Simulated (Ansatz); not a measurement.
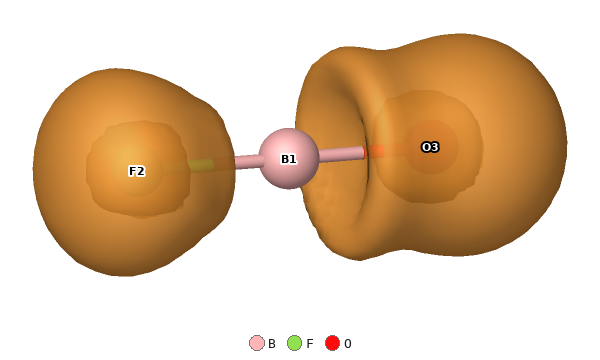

Figure 1: BFO (SMILES O=BF). Isosurface of the ELF at 0.75 (orange), seen from one side. Only the valence region is drawn (cores and ρ < 0.01 e/Å³ removed).

Geometry: PBE0-D3(BJ)/def2-SVP.

The calculation used Ansatz 0.2.0, isolated molecule in a Gaussian basis; Kohn-Sham density functional theory, functional PBE0.

**Identify the bonds, lone pairs and shells in this picture.**

The surface consists of one region on F in which the atom's valence shell and bonds are merged and one region on O in which the atom's valence shell and bonds are merged.

Values along the shortest contacts:
B–O (1.21 Å): the ELF peaks at about 0.80 between the atoms; a short, strongly polar bond. B–F (1.28 Å): the ELF peaks at about 0.85 between the atoms (a polar covalent bond).
